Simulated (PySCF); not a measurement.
Molecule (SMILES): BN (BH2-NH2).
Geometry (B3LYP-D3(BJ)/def2-TZVP, fixed):
```
B
N 1 1.3876
H 2 1.0069 1 123.31
H 2 1.0069 3 113.37 1 180.00
H 1 1.1928 2 119.04 3 0.00
H 1 1.1928 5 121.92 2 180.00
```

Basis-set convergence of the lowest singlet excitation energy at CAM-B3LYP with PySCF. Tamm-Dancoff approximation; the state is taken by its order, and sets in which it differs in degeneracy or brightness are left out, yet its character can still change. All functions are spherical. Density fitting with generated auxiliary sets. In sets without p functions on hydrogen, species with hydrogen take exact integrals. No added dispersion term, no relativity. Reference: the value in d-aug-cc-pVTZ, 7.242 eV, itself unsure by roughly 0.004 eV (its mean distance from aug-pcseg-2, aug-cc-pVTZ). Deviations are taken from unrounded values. Cost is core time over that of 6-31G**, rough, on shared machines of one kind; a dash marks a row that isn't timed (too short, read off another run, short of memory, by another algorithm or on other hardware).

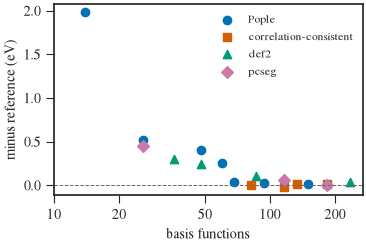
Deviation from the reference against the number of basis functions, by family of sets.

```csv
basis,functions,lowest singlet excitation energy (eV),minus reference (eV),cost
STO-3G,14,9.221,1.980,-
3-21G,26,7.764,0.523,-
pcseg-0,26,7.694,0.453,-
def2-SV(P),36,7.545,0.304,-
6-31G**,48,7.640,0.398,1×
def2-SVP,48,7.485,0.243,0.9×
6-311G**,60,7.493,0.251,1×
6-311+G**,68,7.276,0.034,2×
aug-cc-pVDZ,82,7.245,0.003,2×
def2-TZVP,86,7.341,0.100,3×
"6-311++G(2d,2p)",94,7.266,0.024,3×
d-aug-cc-pVDZ,116,7.225,-0.017,6×
pcseg-2,116,7.301,0.059,5×
jun-cc-pV(T+d)Z,134,7.253,0.011,6×
"6-311++G(3df,3pd)",150,7.252,0.010,10×
aug-cc-pVTZ,184,7.249,0.008,20×
aug-pcseg-2,184,7.241,0.000,20×
def2-QZVPP,234,7.283,0.042,40×
```
